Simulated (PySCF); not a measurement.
**Run report: C$_{5}$H$_{11}$NO$_{3}$Si, NMR shielding calculation**

C$_{5}$H$_{11}$NO$_{3}$Si, SMILES COC[C@@H]1C[Si@@H](C(N)=O)O1, computed with GIAO PBE0/pcSseg-1 NMR shielding, non-relativistic, gas phase (PySCF 2.14.0).

The geometry comes from this level: GFN2-xTB. It belongs to a series of runs on one base structure; here: H on C replaced by CH2OCH3. Figures and captions count atoms from 1; the log counts them from 0 in places.

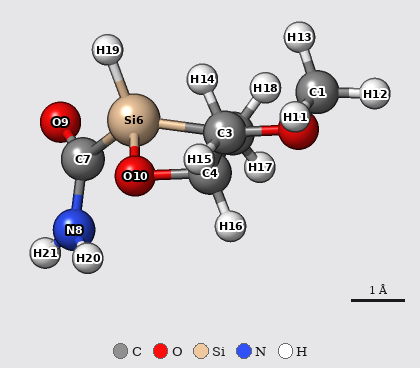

Figure 1. The input geometry (ball-and-stick view, seen at a tilt; atoms are numbered from 1 in the order of the input).

### Input
```
{"job": {"kind": "nmr", "xc": "PBE0", "basis": "pcSseg-1"}, "charge": 0, "multiplicity": 1}
C      3.787416    -0.305561     0.100306
O      2.468345    -0.789244     0.112134
C      1.537906     0.170784     0.542966
C      0.147048    -0.438572     0.505534
C     -0.358292    -0.716534    -0.912947
Si    -1.491599     0.778076    -0.572561
C     -3.398961     0.637115    -0.497779
N     -3.904330    -0.008568     0.574554
O     -4.105006     1.093054    -1.374637
O     -0.812258     0.534710     0.931403
H      4.102626     0.014363     1.101139
H      4.416109    -1.128469    -0.233516
H      3.894690     0.542010    -0.588167
H      1.553692     1.056022    -0.112012
H      1.764412     0.503403     1.567877
H      0.108482    -1.297524     1.179539
H     -0.829089    -1.690142    -1.007585
H      0.412166    -0.624685    -1.669111
H     -1.089997     2.026344    -1.216189
H     -3.307372    -0.271807     1.338686
H     -4.904909    -0.067831     0.694004
```

The first line tells a small driver script what to run in PySCF; the rest is the geometry in Å.

Machine: 1 CPU thread, shared host.

Launch command:
```bash
OMP_NUM_THREADS=1 python <driver script> task.json out
```

### Log
```
coarse grid: 18200 points
cycle   1  E = -766.0237822596  dE =  1.641e+00  |g| = 1.144e+00  |ddm| = 4.110e+00
cycle   2  E = -765.3240796388  dE =  6.997e-01  |g| = 2.190e+00  |ddm| = 2.739e+00
cycle   3  E = -766.2492418548  dE = -9.252e-01  |g| = 3.699e-01  |ddm| = 2.018e+00
cycle   4  E = -766.2738485583  dE = -2.461e-02  |g| = 1.282e-01  |ddm| = 3.486e-01
cycle   5  E = -766.2766261904  dE = -2.778e-03  |g| = 3.238e-02  |ddm| = 1.050e-01
cycle   6  E = -766.2768354925  dE = -2.093e-04  |g| = 1.015e-02  |ddm| = 3.277e-02
cycle   7  E = -766.2768550488  dE = -1.956e-05  |g| = 3.301e-03  |ddm| = 9.879e-03
cycle   8  E = -766.2768570489  dE = -2.000e-06  |g| = 8.617e-04  |ddm| = 2.785e-03
final grid: 171680 points
cycle   9  E = -766.3651145086  dE = -2.585e-05  |g| = 1.784e-02  |ddm| = 3.068e-02
cycle  10  E = -766.3649920598  dE =  1.224e-04  |g| = 3.127e-02  |ddm| = 3.065e-02
cycle  11  E = -766.3651706938  dE = -1.786e-04  |g| = 4.374e-03  |ddm| = 2.146e-02
cycle  12  E = -766.3651743962  dE = -3.702e-06  |g| = 5.621e-04  |ddm| = 3.093e-03
cycle  13  E = -766.3651744482  dE = -5.201e-08  |g| = 1.976e-04  |ddm| = 6.073e-04
cycle  14  E = -766.3651744557  dE = -7.539e-09  |g| = 5.397e-05  |ddm| = 1.939e-04
cycle  15  E = -766.3651744562  dE = -4.561e-10  |g| = 2.280e-05  |ddm| = 6.085e-05
```

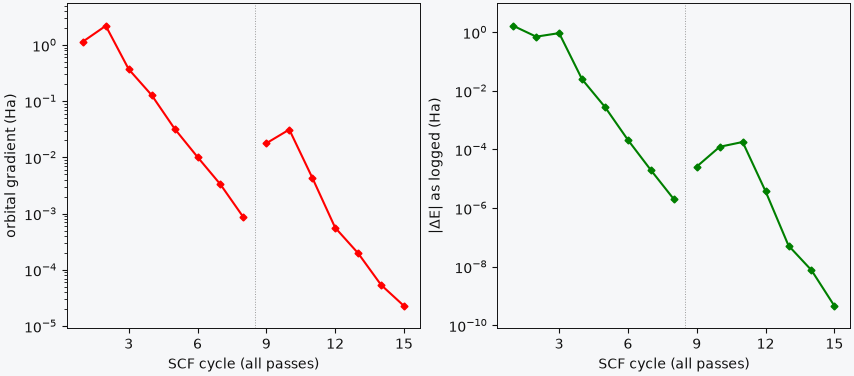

Figure 2. Convergence of the self-consistent field: orbital gradient and size of the energy change against the SCF cycle. The dotted line marks the change from a coarse to the final integration grid. The first 8 cycles use a coarse grid, the final grid takes over at cycle 9, and the field converges after 15 cycles in all.

```
converged SCF energy = -766.3651744562

GIAO shielding tensors (ppm)
atom      isotropic    diamagn.    paramagn.     s11        s22        s33       span
  0 C      124.963     241.276    -116.312     93.601     97.595    183.694     90.094
  1 O      315.927     399.138     -83.211    291.178    312.814    343.789     52.611
  2 C      104.586     250.245    -145.659     75.971     88.391    149.394     73.423
  3 C      107.115     249.086    -141.971     82.893     88.070    150.382     67.489
  4 C      159.354     255.677     -96.324    127.555    156.353    194.153     66.597
  5 Si     344.894     882.142    -537.249    284.539    351.308    398.834    114.295
  6 C        6.078     255.957    -249.880    -79.693     -0.045     97.971    177.665
  7 N      135.151     320.864    -185.713      9.992    163.096    232.365    222.373
  8 O     -155.228     395.521    -550.749   -551.060   -256.044    341.420    892.480
  9 O      254.537     400.607    -146.070    197.944    263.251    302.415    104.471
 10 H       28.255      27.069       1.186     24.474     25.796     34.495     10.022
 11 H       27.713      26.983       0.730     23.752     25.075     34.314     10.562
 12 H       28.265      28.090       0.174     24.406     26.186     34.202      9.797
 13 H       28.442      34.038      -5.597     25.511     28.202     31.612      6.102
 14 H       27.874      32.535      -4.661     24.667     28.306     30.650      5.983
 15 H       26.955      33.126      -6.170     23.863     26.487     30.516      6.653
 16 H       29.233      32.583      -3.350     26.380     27.532     33.787      7.407
 17 H       29.753      33.005      -3.253     25.541     29.303     34.415      8.874
 18 H       26.138      30.743      -4.605     22.507     25.041     30.867      8.359
 19 H       25.530      34.258      -8.728     20.837     26.549     29.205      8.367
 20 H       26.381      26.892      -0.512     21.139     23.827     34.176     13.037
```

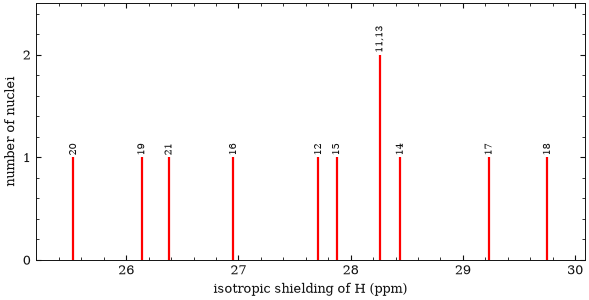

Figure 3. Isotropic shieldings of the hydrogen nuclei in this fixed geometry, labelled by atom number; shielding grows to the right, so chemical shift grows to the left. The least shielded is H20 (25.5 ppm), the most shielded H18 (29.8 ppm).

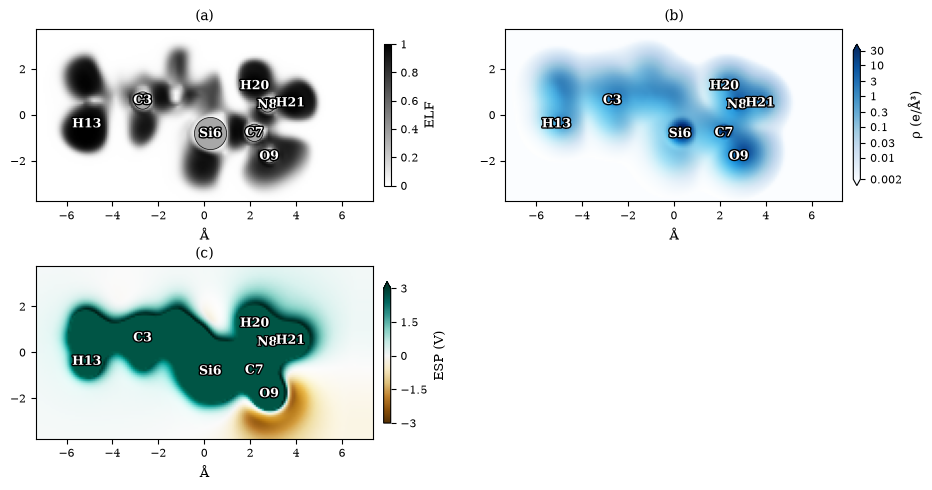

Figure 4. (a) ELF; (b) electron density; (c) molecular electrostatic potential on the plane of atoms C7, N8 and H21. Grey discs, where drawn, cover atomic cores. Atoms in the plane: C, Si, N, O and H. C–O (1.21 Å): ρ at the midpoint is about 3.2 e/Å³; the ELF peaks at about 0.85 between the atoms; a double or triple bond. C–N (1.35 Å): ρ at the midpoint is about 2.4 e/Å³; the ELF peaks at about 0.90 between the atoms, which marks localised, shared-pair bonding. N–H (1.00 Å): ρ at the midpoint is about 2.9 e/Å³, with its minimum of 2.3 e/Å³ about 0.8 Å from N; the ELF climbs to about 1 towards the hydrogen, as it does in any bond to H; a covalent bond by its length.

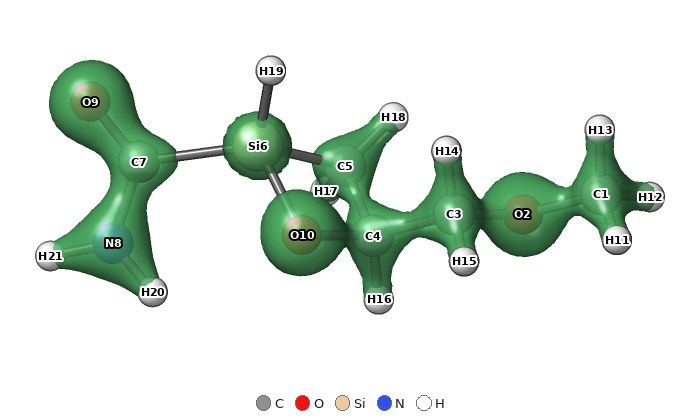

Figure 5. Isosurface of the total electron density at 1.5 e/Å³ (green), seen face on. At this value the surface falls into four separate pieces. It is pinched off along the Si–O (1.67 Å) contacts. On the grid the lowest density along these lines, outside the cores, is 2.8 e/Å³ (C–O, 1.21 Å), 2.2 e/Å³ (C–N, 1.35 Å), 1.7 e/Å³ (C–C, 1.52 Å) and 0.97 e/Å³ (Si–O, 1.67 Å).

### Summary

```json
{"quantity": "outcome", "value": "converged"}
{"quantity": "total energy", "value": "−766.365174 hartree"}
{"quantity": "HOMO", "value": "−7.01 eV"}
{"quantity": "LUMO", "value": "−0.77 eV"}
{"quantity": "dipole moment", "value": "3.13 D"}
{"quantity": "isotropic shielding, C", "value": "6.1 to 159.4 ppm"}
{"quantity": "isotropic shielding, O", "value": "−155.2 to 315.9 ppm"}
{"quantity": "isotropic shielding, Si", "value": "344.9 ppm"}
{"quantity": "isotropic shielding, N", "value": "135.2 ppm"}
{"quantity": "isotropic shielding, H", "value": "25.5 to 29.8 ppm"}
{"quantity": "wall time", "value": "3 min"}
{"quantity": "peak memory", "value": "1.1 GiB"}
```
